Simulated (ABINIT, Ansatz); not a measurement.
**How the form of the self-energy moves the gap of Rb2LiAlF6 (Fm-3m)**

Aim: compare treatments of exchange, screening and correlation for the gap of Rb2LiAlF6 (Fm-3m).

Method: PBEsol and many-body steps on it, plane waves, in ABINIT 10.8.3.

## 1. Starting point

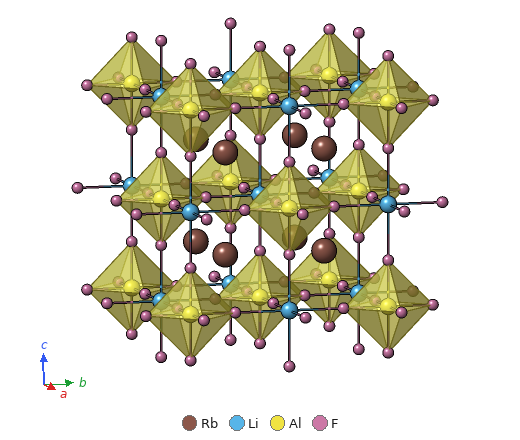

The cell as given, slightly off an axis (rubidium brown, lithium blue, aluminium yellow, fluorine pink). This picture shows the conventional cell, with its axes. Some periodic images of atoms are drawn too.

Structure file:

```cif
data_structure
_symmetry_space_group_name_H-M 'Fm-3m'
_symmetry_Int_Tables_number 225
_cell_length_a 8.2279
_cell_length_b 8.2279
_cell_length_c 8.2279
_cell_angle_alpha 90.000
_cell_angle_beta 90.000
_cell_angle_gamma 90.000
_cell_volume 557.01
loop_
_atom_site_label
_atom_site_type_symbol
_atom_site_symmetry_multiplicity
_atom_site_Wyckoff_symbol
_atom_site_fract_x
_atom_site_fract_y
_atom_site_fract_z
_atom_site_occupancy
Rb1 Rb 8 c 0.25000 0.25000 0.75000 1
Li1 Li 4 b 0.50000 0.00000 0.00000 1
Al1 Al 4 a 0.00000 0.00000 0.00000 1
F1 F 24 e 0.22583 0.00000 0.00000 1
```

The cell and positions are those that the Materials Project relaxed with its own functionals (PBE, PBE+U or r2SCAN), kept fixed.

## 2. Empty states on the mesh, 2×2×2 mesh, 283 bands

This step: ABINIT 10.8.3; DFT, PBEsol, plane waves, norm-conserving pseudopotentials.

The sums over transitions need many empty states on a uniform mesh; this step solves for them.

File run.abi:

```
acell 3*1.0 Angstrom
rprim 
  0.000000000000 4.113943000000 4.113943000000
  4.113943000000 0.000000000000 4.113943000000
  4.113943000000 4.113943000000 -0.000000000000
ntypat 4
znucl 37 3 13 9
natom 10
typat 1 1 2 3 4 4 4 4 4 4
xred 
  0.750000000000 0.750000000000 0.750000000000
  0.250000000000 0.250000000000 0.250000000000
  0.500000000000 0.500000000000 0.500000000000
  0.000000000000 0.000000000000 0.000000000000
  0.774175000000 0.225825000000 0.225825000000
  0.225825000000 0.225825000000 0.774175000000
  0.225825000000 0.774175000000 0.774175000000
  0.225825000000 0.774175000000 0.225825000000
  0.774175000000 0.225825000000 0.774175000000
  0.774175000000 0.774175000000 0.225825000000
pp_dirpath "pseudos"
pseudos "Rb.upf, Li.upf, Al.upf, F.upf"
ecut 36
ngkpt 2 2 2
nshiftk 1
shiftk 0 0 0
kptopt 1
chksymbreak 0
iscf -2
irdden 1
istwfk *1
nband 283
nbdbuf 24
tolwfr 1e-09
nstep 60
prtvol 0
indata_prefix "in"
outdata_prefix "out"
tmpdata_prefix "tmp"
```

Started as:

```sh
$ OMP_NUM_THREADS=1 mpirun -n 4 abinit run.abi > log
```

Numbers of over 12 decimals in the logs are rounded to 6 here.

What it wrote:

```text
.Version 10.8.3 of ABINIT. v10.8.2 released Aug 2026.

 Symmetries : space group Fm -3 m (#225); Bravais cF (face-center cubic)
[... echo of the input left out ...]
== DATASET  1 ==================================================================
-   mpi_nproc: 4, omp_nthreads: 1 (-1 if OMP is not activated)
-    --> not optimal distribution: autoparal keyword recommended in input file <--

--- !DatasetInfo
iteration_state: {dtset: 1, }
dimensions: {natom: 10, nkpt: 3, mband: 283, nsppol: 1, nspinor: 1, nspden: 1, mpw: 9756, }
cutoff_energies: {ecut:  36.0, pawecutdg:  -1.0, }
[...]
2.82779    2.82779    2.82779    2.83981    2.90779    2.90779    2.90780    2.93367
   2.93367    2.93369    2.96251    2.96266    2.99327    2.99793    2.99910    3.00223
   3.03684    3.04035    3.04255
 prteigrs : prtvol=0 or 1, do not print more k-points.

== END DATASET(S) ==============================================================
================================================================================

 -outvars: echo values of variables after computation  --------
            nband         283
             nkpt           3
          spgroup         225
 [... the other variables as echoed above ...]

 Calculation completed.
```

It took 3.2 min on 4 MPI ranks of Arm Neoverse V1, shared host; peak memory 0.49 GiB; 13 min of CPU time.

This step gave:

```yaml
gap: 7.106 eV
k_of_the_valence_top: 0, 0, 0
k_of_the_conduction_bottom: 0, 0, 0
least_direct_gap: 7.106 eV
k_points_computed: 3
lowest_point_of_the_top_converged_band_above_the_valence_top: 76.0221 eV
```

On this mesh the gap is 7.106 eV.

The density comes from a self-consistent run that is not shown.

## 3. Screening, 2×2×2 mesh, 125 bands, screening to 114.3 eV

The RPA dielectric matrix is built and inverted for each q.

This step: RPA screening on PBEsol, plane waves, norm-conserving pseudopotentials.

Changes to run.abi since step 2:

```diff
@@ -28,10 +28,11 @@
 chksymbreak 0
-iscf -2
-irdden 1
 istwfk *1
-nband 283
-nbdbuf 24
-tolwfr 1e-09
-nstep 60
-prtvol 0
+occopt 1
+irdwfk 1
+optdriver 3
+nband 125
+ecuteps 4.2
+inclvkb 2
+awtr 1
+symchi 1
 indata_prefix "in"
```

What it wrote:

```text
.Version 10.8.3 of ABINIT. v10.8.2 released Aug 2026.

 Symmetries : space group Fm -3 m (#225); Bravais cF (face-center cubic)
[... echo of the input left out ...]
== DATASET  1 ==================================================================
-   mpi_nproc: 4, omp_nthreads: 1 (-1 if OMP is not activated)

--- !DatasetInfo
iteration_state: {dtset: 1, }
dimensions: {natom: 10, nkpt: 3, mband: 125, nsppol: 1, nspinor: 1, nspden: 1, mpw: 9756, }
cutoff_energies: {ecut:  36.0, pawecutdg:  -1.0, }
electrons: {nelect:   6.60000000E+01, charge:   0.00000000E+00, occopt:   1.00000000E+00, tsmear:   1.00000000E-02, }

 SCREENING: Calculation of the susceptibility and dielectric matrices

 Based on a program developped by R.W. Godby, V. Olevano, G. Onida, and L. Reining.
 Incorporated in ABINIT by V. Olevano, G.-M. Rignanese, and M. Torrent.
.Using double precision arithmetic ; gwpc =  8

[... cell and pseudopotentials left out ...]
--------------------------------------------------------------------------------

 ==== K-mesh for the wavefunctions ====
 Number of points in the irreducible wedge :     3
[... list of points left out ...]
 Together with 48 symmetry operations and time-reversal symmetry
 yields     8 points in the full Brillouin Zone.

 ==== Q-mesh for the screening function ====
 Number of points in the irreducible wedge :     3
[... list of points left out ...]
 Together with 48 symmetry operations and time-reversal symmetry
 yields     8 points in the full Brillouin Zone.

 setmesh: FFT mesh size selected  =    40x   40x   40
          total number of points  =        64000

 vcoul_init : cutoff-mode = AUXILIARY_FUNCTION
 q-points for optical limit:   1
     1)      0.000010    0.000020    0.000030

- screening: taking advantage of time-reversal symmetry
- Maximum band index for partially occupied states nbvw = 33
- Remaining bands to be divided among processors   nbcw = 92
- Number of bands treated by each node ~23

 Number of electrons calculated from density =   66.0000; Expected =   66.0000
 average of density, n =  0.070233
 r_s =    1.5036
 omega_plasma =   25.5639 [eV]

 calculating chi0 at frequencies [eV] :
  1    0.000000E+00    0.000000E+00
  2    0.000000E+00    2.556389E+01

--------------------------------------------------------------------------------
  q-point number  1        q = ( 0.000000, 0.000000, 0.000000) [r.l.u.]
--------------------------------------------------------------------------------
[... chi0 elements left out ...]
 For q-point:  0.000010 0.000020 0.000030
  dielectric constant =   2.0799
  dielectric constant without local fields =   2.2595

  Average fulfillment of the sum rule on Im[epsilon] for q-point    1 :     42.13  [%]
[... wings left out ...]
  q-point number  2        q = ( 0.500000, 0.000000, 0.000000) [r.l.u.]
--------------------------------------------------------------------------------
[... chi0 elements left out ...]
  Average fulfillment of the sum rule on Im[epsilon] for q-point    2 :     48.11  [%]

 [... 1 further q-points ...]
```

It took 38 s on 4 MPI ranks; peak memory 1.6 GiB; 2.5 min of CPU time.

Numbers from this step:

```
ε∞ with local fields, on this mesh, along the program's q direction : 2.080
the same without local fields                                       : 2.260
plasma frequency                                                    : 25.56 eV
plane waves in the screening matrix                                 : 387
```

Local fields lower ε∞ by 8 %. On a Γ-centred mesh this coarse the value itself is usually too large, while a short band sum pulls it down.

## 4. G0W0, Godby-Needs plasmon pole

The self-energy is evaluated for the states that the input lists, and the levels follow from it, in one-shot runs by the linearised quasiparticle equation.

This step: G0W0 on PBEsol, plane waves, norm-conserving pseudopotentials.

Changes to run.abi since step 3:

```diff
@@ -31,8 +31,15 @@
 irdwfk 1
-optdriver 3
+optdriver 4
 nband 125
+gwcalctyp 0
+ecutsigx 36
+symsigma 1
+nkptgw 1
+kptgw 
+  0.0000000000 0.0000000000 0.0000000000
+bdgw 
+  31 37
 ecuteps 4.2
-inclvkb 2
-awtr 1
-symchi 1
+irdscr 1
+ppmodel 1
 indata_prefix "in"
```

What it wrote:

```text
.Version 10.8.3 of ABINIT. v10.8.2 released Aug 2026.

 Symmetries : space group Fm -3 m (#225); Bravais cF (face-center cubic)
[... echo of the input left out ...]
== DATASET  1 ==================================================================
-   mpi_nproc: 4, omp_nthreads: 1 (-1 if OMP is not activated)

--- !DatasetInfo
iteration_state: {dtset: 1, }
dimensions: {natom: 10, nkpt: 3, mband: 125, nsppol: 1, nspinor: 1, nspden: 1, mpw: 9756, }
cutoff_energies: {ecut:  36.0, pawecutdg:  -1.0, }
electrons: {nelect:   6.60000000E+01, charge:   0.00000000E+00, occopt:   1.00000000E+00, tsmear:   1.00000000E-02, }

 SIGMA: Calculation of the GW corrections

 Based on a program developped by R.W. Godby, V. Olevano, G. Onida, and L. Reining.
 Incorporated in ABINIT by V. Olevano, G.-M. Rignanese, and M. Torrent.
.Using double precision arithmetic ; gwpc =  8

[... cell and pseudopotentials left out ...]
--------------------------------------------------------------------------------

 ==== K-mesh for the wavefunctions ====
 Number of points in the irreducible wedge :     3
[... list of points left out ...]
 Together with 48 symmetry operations and time-reversal symmetry
 yields     8 points in the full Brillouin Zone.

 ==== Q-mesh for screening function ====
 Number of points in the irreducible wedge :     3
[... list of points left out ...]
 Together with 48 symmetry operations and time-reversal symmetry
 yields     8 points in the full Brillouin Zone.

 vcoul_init : cutoff-mode = AUXILIARY_FUNCTION
 q-points for optical limit:   1
     1)      0.000010    0.000020    0.000030
 setmesh: FFT mesh size selected  =    60x   60x   60
          total number of points  =       216000

 Number of electrons calculated from density =   66.0000; Expected =   66.0000
 average of density, n =  0.070233
 r_s =    1.5036
 omega_plasma =   25.5639 [eV]

 === KS Band Gaps ===
  >>>> For spin  1
   Minimum direct gap =   7.1057 [eV], located at k-point      :   0.0000  0.0000  0.0000
   Fundamental gap    =   7.1057 [eV], Top of valence bands at :   0.0000  0.0000  0.0000
                                       Bottom of conduction at :   0.0000  0.0000  0.0000
 SIGMA fundamental parameters:
 PLASMON POLE MODEL  1
 number of plane-waves for SigmaX                 9721
 number of plane-waves for SigmaC and W            387
 number of plane-waves for wavefunctions          9721
 number of bands                                   125
 number of independent spin polarizations            1
 number of spinorial components                      1
 number of k-points in IBZ                           3
 number of q-points in IBZ                           3
 number of symmetry operations                      48
 number of k-points in BZ                            8
 number of q-points in BZ                            8
 number of frequencies for dSigma/dE                 9
 frequency step for dSigma/dE [eV]                0.25
 number of omega for Sigma on real axis              0
 max omega for Sigma on real axis  [eV]           0.00
 zcut for avoiding poles [eV]                     0.10

 EPSILON^-1 parameters (SCR file):
 dimension of the eps^-1 matrix on file            387
 dimension of the eps^-1 matrix used               387
 number of plane-waves for wavefunctions          9721
 number of bands                                   125
 number of q-points in IBZ                           3
 number of frequencies                               2
 number of real frequencies                          1
 number of imag frequencies                          1

 matrix elements of self-energy operator (all in [eV])

 Perturbative Calculation

--- !SelfEnergy_ee
iteration_state: {dtset: 1, }
kpoint     : [   0.000,    0.000,    0.000, ]
spin       : 1
KS_gap     :    7.106
QP_gap     :   10.911
Delta_QP_KS:    3.805
data: !SigmaeeData |
     Band     E0 <VxcDFT>   SigX SigC(E0)      Z dSigC/dE  Sig(E)    E-E0       E
       31  -0.981 -22.664 -30.111   5.119   0.821  -0.218 -24.575  -1.911  -2.892
       32  -0.981 -22.664 -30.111   5.119   0.821  -0.218 -24.575  -1.911  -2.892
       33  -0.981 -22.664 -30.111   5.119   0.821  -0.218 -24.575  -1.911  -2.892
       34   6.125 -10.242  -5.547  -2.582   0.897  -0.115  -8.348   1.894   8.019
       35   8.752  -9.683  -4.677  -2.533   0.899  -0.113  -7.461   2.223  10.975
       36   8.752  -9.683  -4.677  -2.533   0.899  -0.113  -7.461   2.223  10.975
       37   8.752  -9.683  -4.677  -2.533   0.899  -0.113  -7.461   2.223  10.975

== END DATASET(S) ==============================================================
================================================================================

 -outvars: echo values of variables after computation  --------
           etotal      0.0000000000E+00
            nband         125
             nkpt           3
          spgroup         225
 [... the other variables as echoed above ...]

 Calculation completed.
```

Elapsed: 10 s, on 4 MPI ranks; peak memory 1.1 GiB; 40 s of CPU time.

This step gave:

- G0W0 gap on the points computed: 10.91 eV
- starting gap on the mesh: 7.106 eV
- k of the valence top: 0, 0, 0
- k of the conduction bottom: 0, 0, 0
- Z at the valence top: 0.821
- Z at the conduction bottom: 0.897
- least direct G0W0 gap on the computed points: 10.91 eV

The gap on the mesh goes from 7.11 eV to 10.91 eV, a correction of +3.81 eV.

## 5. G0W0, Engel-Farid plasmon pole

Changes to run.abi since step 4:

```diff
@@ -43,3 +43,3 @@
 irdscr 1
-ppmodel 1
+ppmodel 4
 indata_prefix "in"
```

What it wrote:

```text
.Version 10.8.3 of ABINIT. v10.8.2 released Aug 2026.

 Symmetries : space group Fm -3 m (#225); Bravais cF (face-center cubic)
[... echo of the input left out ...]
== DATASET  1 ==================================================================
-   mpi_nproc: 4, omp_nthreads: 1 (-1 if OMP is not activated)

--- !DatasetInfo
iteration_state: {dtset: 1, }
dimensions: {natom: 10, nkpt: 3, mband: 125, nsppol: 1, nspinor: 1, nspden: 1, mpw: 9756, }
cutoff_energies: {ecut:  36.0, pawecutdg:  -1.0, }
electrons: {nelect:   6.60000000E+01, charge:   0.00000000E+00, occopt:   1.00000000E+00, tsmear:   1.00000000E-02, }

 SIGMA: Calculation of the GW corrections

 Based on a program developped by R.W. Godby, V. Olevano, G. Onida, and L. Reining.
 Incorporated in ABINIT by V. Olevano, G.-M. Rignanese, and M. Torrent.
.Using double precision arithmetic ; gwpc =  8

[... cell and pseudopotentials left out ...]
--------------------------------------------------------------------------------

 ==== K-mesh for the wavefunctions ====
 Number of points in the irreducible wedge :     3
[... list of points left out ...]
 Together with 48 symmetry operations and time-reversal symmetry
 yields     8 points in the full Brillouin Zone.

 ==== Q-mesh for screening function ====
 Number of points in the irreducible wedge :     3
[... list of points left out ...]
 Together with 48 symmetry operations and time-reversal symmetry
 yields     8 points in the full Brillouin Zone.

 vcoul_init : cutoff-mode = AUXILIARY_FUNCTION
 q-points for optical limit:   1
     1)      0.000010    0.000020    0.000030
 setmesh: FFT mesh size selected  =    60x   60x   60
          total number of points  =       216000

 Number of electrons calculated from density =   66.0000; Expected =   66.0000
[...]
number of q-points in BZ                            8
 number of frequencies for dSigma/dE                 9
 frequency step for dSigma/dE [eV]                0.25
 number of omega for Sigma on real axis              0
 max omega for Sigma on real axis  [eV]           0.00
 zcut for avoiding poles [eV]                     0.10

 EPSILON^-1 parameters (SCR file):
 dimension of the eps^-1 matrix on file            387
 dimension of the eps^-1 matrix used               387
 number of plane-waves for wavefunctions          9721
 number of bands                                   125
 number of q-points in IBZ                           3
 number of frequencies                               2
 number of real frequencies                          1
 number of imag frequencies                          1

 matrix elements of self-energy operator (all in [eV])

 Perturbative Calculation

--- !SelfEnergy_ee
iteration_state: {dtset: 1, }
kpoint     : [   0.000,    0.000,    0.000, ]
spin       : 1
KS_gap     :    7.106
QP_gap     :   10.885
Delta_QP_KS:    3.779
data: !SigmaeeData |
     Band     E0 <VxcDFT>   SigX SigC(E0)      Z dSigC/dE  Sig(E)    E-E0       E
       31  -0.981 -22.664 -30.111   5.136   0.835  -0.198 -24.593  -1.928  -2.909
       32  -0.981 -22.664 -30.111   5.136   0.835  -0.198 -24.593  -1.928  -2.909
       33  -0.981 -22.664 -30.111   5.136   0.835  -0.198 -24.593  -1.928  -2.909
       34   6.125 -10.242  -5.547  -2.651   0.905  -0.105  -8.392   1.850   7.975
       35   8.752  -9.683  -4.677  -2.583   0.907  -0.102  -7.484   2.199  10.952
       36   8.752  -9.683  -4.677  -2.583   0.907  -0.102  -7.484   2.199  10.952
       37   8.752  -9.683  -4.677  -2.583   0.907  -0.102  -7.484   2.199  10.952

== END DATASET(S) ==============================================================
================================================================================

 -outvars: echo values of variables after computation  --------
           etotal      0.0000000000E+00
            nband         125
             nkpt           3
          spgroup         225
 [... the other variables as echoed above ...]

 Calculation completed.
```

The job ended after 7.6 s (4 MPI ranks; peak memory 1.1 GiB; 30 s of CPU time).

Numbers from this step:

| Quantity | Value |
| --- | --- |
| G0W0 gap on the points computed | 10.88 eV |
| starting gap on the mesh | 7.106 eV |
| k of the valence top | 0, 0, 0 |
| k of the conduction bottom | 0, 0, 0 |
| Z at the valence top | 0.835 |
| Z at the conduction bottom | 0.905 |
| least direct G0W0 gap on the computed points | 10.88 eV |

Against G0W0 in ABINIT (2×2×2 mesh, 125 bands, screening to 114.3 eV, Godby-Needs plasmon pole), the gap moves by −0.027 eV.

## 6. G0W0, von der Linden-Horsch plasmon pole

Changes to run.abi since step 5:

```diff
@@ -43,3 +43,3 @@
 irdscr 1
-ppmodel 4
+ppmodel 3
 indata_prefix "in"
```

What it wrote:

```text
.Version 10.8.3 of ABINIT. v10.8.2 released Aug 2026.

 Symmetries : space group Fm -3 m (#225); Bravais cF (face-center cubic)
[... echo of the input left out ...]
== DATASET  1 ==================================================================
-   mpi_nproc: 4, omp_nthreads: 1 (-1 if OMP is not activated)

--- !DatasetInfo
iteration_state: {dtset: 1, }
dimensions: {natom: 10, nkpt: 3, mband: 125, nsppol: 1, nspinor: 1, nspden: 1, mpw: 9756, }
cutoff_energies: {ecut:  36.0, pawecutdg:  -1.0, }
[...]
35   8.752  -9.683  -4.677  -2.671   0.939  -0.065  -7.489   2.194  10.946
       36   8.752  -9.683  -4.677  -2.671   0.939  -0.065  -7.489   2.194  10.946
       37   8.752  -9.683  -4.677  -2.671   0.939  -0.065  -7.489   2.194  10.946

== END DATASET(S) ==============================================================
================================================================================

 -outvars: echo values of variables after computation  --------
           etotal      0.0000000000E+00
            nband         125
             nkpt           3
          spgroup         225
 [... the other variables as echoed above ...]

 Calculation completed.
```

Wall time 7.6 s (4 MPI ranks); peak memory 1.1 GiB; 30 s of CPU time.

This step gave:

| Quantity | Value |
| --- | --- |
| G0W0 gap on the points computed | 11.07 eV |
| starting gap on the mesh | 7.106 eV |
| k of the valence top | 0, 0, 0 |
| k of the conduction bottom | 0, 0, 0 |
| least direct G0W0 gap on the computed points | 11.07 eV |

Against G0W0 in ABINIT (2×2×2 mesh, 125 bands, screening to 114.3 eV, Godby-Needs plasmon pole), the gap moves by +0.157 eV.

[end of part 1 of 2]

[Paths, hosts, dates, memory and timing lines, banners, echoed tables and standing remarks are left out of the program output.]

[Logs are printed without paths, hosts, clocks, repeated set-up lines and the standing remarks that a program may print on its own settings, such as how far it seeks lower states.]

[Runs of the session that timed out or met a known fault of the program may be left out.]

[Hosts, paths, dates, database ids (printed as entryN), source tags and the programs' standing remarks are cut or masked in the printed files.]

[G0W0 gaps are taken among the corrected bands and points alone; a level outside them can change the order at an edge.]

[Where Ansatz stands beside ABINIT at settings called matched, ABINIT's density can come from a denser mesh and the files from another edition; pairs whose starting gaps differed by over 0.03 eV were left out, so agreement reads better than it is.]
